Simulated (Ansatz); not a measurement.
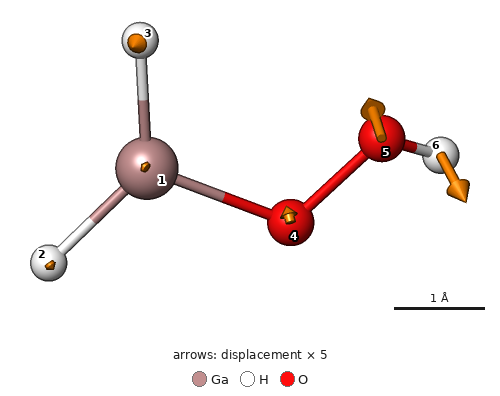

A relaxation of GaH3O2. The starting structure is drawn; orange arrows show the displacements, magnified 5 times. The two geometries are superimposed by the best rigid fit.

A ball-and-stick model, seen at a tilt.

It is one of the separated products of a reaction.

Level of theory: RKS PBE0-D4/def2-TZVP (Ansatz 0.2.0). Settings: force threshold 0.005 eV/Å; at most 200 steps.

Question: What did the optimiser do to the structure, and how much energy did it gain?

Answer: The energy falls by 0.11 kcal/mol in 16 accepted moves (21 points after the start). Largest force component: 0.15 eV/Å at the start, 0.00063 eV/Å at the end. The line search rejected the trial steps at points 3, 8, 10, 18, 19 of the run. The forces were under the threshold at step 13, but the run went on from there. The atom that moves furthest after the best rigid fit is O5 (0.15 Å). By element the largest moves are O 0.15 Å, H 0.15 Å, Ga 0.02 Å. Near-neighbour distances that change, for instance: Ga1–O4 1.815 → 1.809 Å.
